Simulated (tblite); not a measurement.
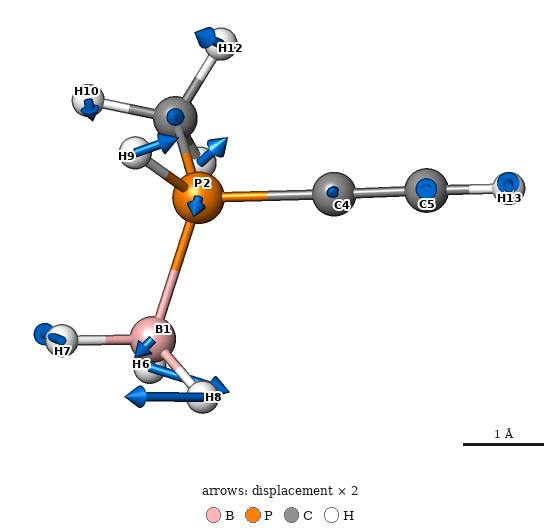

A relaxation of C3H8BP. The starting structure is drawn; blue arrows show the displacements, magnified 2 times. The two geometries are superimposed by the best rigid fit.

Style: ball-and-stick. Shown at a tilt.

Level of theory: tblite 0.8.0, GFN2-xTB geometry optimisation, gas phase. 

**Which element moves most?**

Hydrogen: up to 0.60 Å, against 0.19 Å for carbon.

**What happened in the run?**

An H atom moves most after the best rigid fit: 0.60 Å. By element the largest moves are H 0.60 Å, C 0.19 Å, B 0.17 Å, P 0.15 Å. Near-neighbour distances that change, for instance: H–P 1.434 → 1.397 Å, C–P 1.798 → 1.834 Å, C–H 1.121 → 1.089 Å, B–P 1.884 → 1.915 Å. Among the angles between lasting bonds that change: B–P–H 106.2° → 120.2°, C–P–H 110.0° → 97.8°, H–B–H 104.4° → 113.4°. Groups turn about B–P by about 35°. Over 66 geometry steps the energy falls by 50.8 kJ/mol.
